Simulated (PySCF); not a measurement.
# quartet C2H2FGe: levels of theory compared

We compute a comparison of 6 runs (UHF/3-21G, U-r2SCAN/cc-pVDZ, U-revPBE/cc-pVDZ, U-wB97M-V/cc-pVDZ, UB3LYP/cc-pVDZ, UM06-2X/cc-pVDZ) of quartet C2H2FGe. Input form: a Python script.

The calculation is run with PySCF 2.14.0.

2 further runs of the same task are left out: 2 set aside as unsound or not needed.

### Step 1. Starting point

The species is C2H2FGe (6 atoms), meant as a quartet with charge 0. SMILES of the parent species: `C#[C][GeH][F]`. The coordinates come from a PBE0-D4/def2-TZVP relaxation. That shape belongs to the parent species and isn't relaxed for this state.

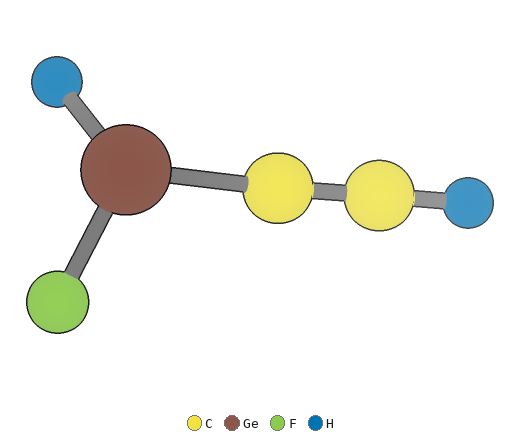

Viewed from a chosen angle; carbon yellow, germanium brown, fluorine green, hydrogen blue.

### Step 2. The energy at UHF/3-21G (run 1)

Input file start.xyz:

```xyz
6

C     -0.259200     0.074500    -1.769000
C      0.006200     0.034600    -0.591400
Ge     0.661100    -0.021100     1.180400
F     -0.021800    -1.442400     1.919600
H     -0.516900     0.107000    -2.803300
H      0.172500     1.183400     2.017600
```

Input file input.py:

```python
from pyscf import gto, scf

mol = gto.M(
    atom='start.xyz',
    spin=3,
    verbose=4,
    max_memory=1860,
    charge=0,
    basis='3-21g',
)

calc0 = scf.UHF(mol)
calc0.conv_tol = 1e-10
calc0.kernel()
if not calc0.converged:
    calc0 = calc0.newton().run(calc0.mo_coeff, calc0.mo_occ)

e_final = calc0.e_tot
print(f'total energy: {e_final:.8f} hartree')
```

On the command line:

```console
OMP_NUM_THREADS=1 python input.py
```

The program printed:

```text
PySCF version 2.14.0

[... 41 lines left out ...]
WARN: HOMO 0.00718833574376498 >= LUMO -0.335684349531201
[... 110 lines left out ...]
converged SCF energy = -2240.51193032748  <S^2> = 3.7914326  2S+1 = 4.0206629
total energy: -2240.51193033 hartree
```

It took 0.91 s on 1 thread of Arm Neoverse V2, shared host; peak memory 0.11 GiB.

### Step 3. The energy at U-r2SCAN/cc-pVDZ (run 2)

Input file job.py:

```python
from pyscf import gto, dft

mol = gto.M(
    atom='''
C     -0.489817     0.140785    -3.342926
C      0.011716     0.065385    -1.117584
Ge     1.249298    -0.039873     2.230633
F     -0.041196    -2.725741     3.627518
H     -0.976799     0.202201    -5.297469
H      0.325978     2.236302     3.812711
''',
    spin=3,
    unit='bohr',
    max_memory=1860,
    verbose=3,
    basis='cc-pvdz',
    charge=0,
)

ks = dft.UKS(mol)
ks.xc = 'r2scan'
ks.conv_tol = 1e-10
ks.grids.level = 5
ks.kernel()
if not ks.converged:
    ks = ks.newton().run(ks.mo_coeff, ks.mo_occ)

e_final = ks.e_tot
print(f'total energy: {e_final:.8f} hartree')
```

On the command line:

```console
OMP_NUM_THREADS=1 python job.py
```

The program printed:

```text
WARN: HOMO -0.0897588335478252 >= LUMO -0.353727822463942

WARN: HOMO -0.0725655390890956 >= LUMO -0.13087338873499

WARN: HOMO -0.0695291817782242 >= LUMO -0.189510135424107

WARN: HOMO -0.117595392379754 >= LUMO -0.27629183494243

WARN: HOMO -0.103576384026622 >= LUMO -0.234048160805064

WARN: HOMO -0.106258950209791 >= LUMO -0.228629848974497

WARN: HOMO -0.106530318778458 >= LUMO -0.225765030806001

WARN: HOMO -0.106126023556968 >= LUMO -0.223687594087341

WARN: HOMO -0.10654404297967 >= LUMO -0.223713416217958

WARN: HOMO -0.106541743733102 >= LUMO -0.223631883318113

WARN: HOMO -0.10687629300084 >= LUMO -0.223783392650382

WARN: HOMO -0.107066812306912 >= LUMO -0.223756764668964

WARN: HOMO -0.107023845534338 >= LUMO -0.22383679855057

WARN: HOMO -0.107034052334438 >= LUMO -0.224163450656797

WARN: HOMO -0.107033696289227 >= LUMO -0.224083513367076

WARN: HOMO -0.107007764270366 >= LUMO -0.224128910956788

WARN: HOMO -0.107019752644325 >= LUMO -0.224146213829075

WARN: HOMO -0.107015576759002 >= LUMO -0.224137172372167

WARN: HOMO -0.10701706564542 >= LUMO -0.224136417100608

WARN: HOMO -0.107017615916543 >= LUMO -0.224135604504631

WARN: HOMO -0.107017313113027 >= LUMO -0.224135430412387

converged SCF energy = -2253.8744892605  <S^2> = 3.7621746  2S+1 = 4.0060827
total energy: -2253.87448926 hartree
```

Wall time 91 s (1 thread of Arm Neoverse V2, shared host); peak memory 0.47 GiB.

### Step 4. The energy at U-revPBE/cc-pVDZ (run 3)

Input file mol.xyz:

```xyz
6
C2H2FGe
C     -0.259200     0.074500    -1.769000
C      0.006200     0.034600    -0.591400
Ge     0.661100    -0.021100     1.180400
F     -0.021800    -1.442400     1.919600
H     -0.516900     0.107000    -2.803300
H      0.172500     1.183400     2.017600
```

Input file calc.py:

```python
from pyscf import gto, dft

system = gto.M(
    atom='mol.xyz',
    spin=3,
    max_memory=1860,
    basis='cc-pvdz',
    verbose=3,
)

ks = dft.UKS(system, xc='revpbe')
ks.grids.level = 5
ks.conv_tol = 1e-10
ks.kernel()
if not ks.converged:
    ks = ks.newton().run(ks.mo_coeff, ks.mo_occ)

e_final = ks.e_tot
print('E(%s) = %.9f' % ('REVPBE', e_final))
```

On the command line:

```console
OMP_NUM_THREADS=1 python calc.py
```

The program printed:

```text
WARN: HOMO -0.0908973291439201 >= LUMO -0.342384304102329

WARN: HOMO -0.0523880902486176 >= LUMO -0.111697792745719

WARN: HOMO -0.059941405958333 >= LUMO -0.186672239108564

WARN: HOMO -0.106499710478274 >= LUMO -0.278184401563896

WARN: HOMO -0.0826427642278209 >= LUMO -0.25033560307107

WARN: HOMO -0.0910456873864458 >= LUMO -0.246906737371949

WARN: HOMO -0.0933547731987838 >= LUMO -0.244650664601824

WARN: HOMO -0.093092930411395 >= LUMO -0.241550540813352

WARN: HOMO -0.0944609844575264 >= LUMO -0.242015984422389

WARN: HOMO -0.0942744830955746 >= LUMO -0.241790839797406

WARN: HOMO -0.0944191147403965 >= LUMO -0.241996571679648

WARN: HOMO -0.094512636376924 >= LUMO -0.242117625225103

WARN: HOMO -0.094481099472469 >= LUMO -0.24205153404634

WARN: HOMO -0.094533123782468 >= LUMO -0.242129119648776

WARN: HOMO -0.094516020668109 >= LUMO -0.242141551477188

WARN: HOMO -0.0945121415198096 >= LUMO -0.242149629658729

WARN: HOMO -0.0945133096155866 >= LUMO -0.242147084506638

WARN: HOMO -0.0945138956297251 >= LUMO -0.242147950295538

WARN: HOMO -0.0945138291505123 >= LUMO -0.242148011800305

converged SCF energy = -2253.75302655917  <S^2> = 3.7564541  2S+1 = 4.0032257
E(REVPBE) = -2253.753026559
```

Run time: 42 s. Hardware: 1 thread of Arm Neoverse V2, shared host; peak memory 0.43 GiB.

Runs 4 to 5 aren't shown in full; the table further down has their settings and results.

### Step 5. The energy at UM06-2X/cc-pVDZ (run 6)

Input file run.py:

```python
from pyscf import gto, dft

mol = gto.M(
    atom='''
C     -0.259200     0.074500    -1.769000
C      0.006200     0.034600    -0.591400
Ge     0.661100    -0.021100     1.180400
F     -0.021800    -1.442400     1.919600
H     -0.516900     0.107000    -2.803300
H      0.172500     1.183400     2.017600
''',
    max_memory=1860,
    verbose=3,
    spin=3,
    basis='cc-pvdz',
)

myscf = dft.UKS(mol, xc='m06-2x')
myscf.grids.level = 5
myscf.conv_tol = 1e-10
myscf.kernel()
if not myscf.converged:
    myscf = myscf.newton().run(myscf.mo_coeff, myscf.mo_occ)

e_tot = myscf.e_tot
print('E = %.10f Eh' % e_tot)
```

On the command line:

```console
OMP_NUM_THREADS=1 python run.py
```

The program printed:

```text
WARN: HOMO -0.0481889266844662 >= LUMO -0.341546979990718

WARN: HOMO -0.161736401571021 >= LUMO -0.220432473637081

WARN: HOMO -0.155857256742956 >= LUMO -0.185105504879449

WARN: HOMO -0.158851631415988 >= LUMO -0.170829092760624

WARN: HOMO -0.15991020705217 >= LUMO -0.164321299086296

WARN: HOMO -0.16260761471191 >= LUMO -0.162069485824087

converged SCF energy = -2253.90741802044  <S^2> = 3.7592823  2S+1 = 4.0046385
E = -2253.9074180204 Eh
```

Wall time 1.8 min (1 thread of Arm Neoverse V2, shared host); peak memory 0.47 GiB.

### Step 6. All runs side by side

```
run              level  integration grid  nlc grid   energy (Eh)  dipole moment (D)  HOMO energy (eV)   ⟨S²⟩  wall time
  1          UHF/3-21G                 –         –  -2240.511930               3.10             -6.36  3.791     0.91 s
  2   U-r2SCAN/cc-pVDZ                 5         –  -2253.874489               2.82             -2.91  3.762       91 s
  3   U-revPBE/cc-pVDZ                 5         –  -2253.753027               2.70             -2.57  3.756       42 s
  4  U-wB97M-V/cc-pVDZ                 5         1  -2253.786284               2.87             -5.46  3.757    3.9 min
  5     UB3LYP/cc-pVDZ                 5         –  -2254.008846               2.86             -3.36  3.757       46 s
  6    UM06-2X/cc-pVDZ                 5         –  -2253.907418               3.01             -4.47  3.759    1.8 min
```

### Step 7. What came out

| quantity | value |
| --- | --- |
| run 6: total energy | -2253.90742 Eh |
| run 6: dipole moment | 3.01 D |
| run 6: HOMO energy (highest over α and β) | -4.47 eV |
| run 6: LUMO energy (lowest over α and β) | -4.31 eV |
| run 6: ⟨S²⟩ | 3.759 |

What this shows: The dipole moment (its size) runs from 2.70 D (U-revPBE/cc-pVDZ) to 3.10 D (UHF/3-21G). The two ends differ in method and basis. Totals of different functionals can't be ranked against each other. All runs together took 8.7 min, the longest 3.9 min.
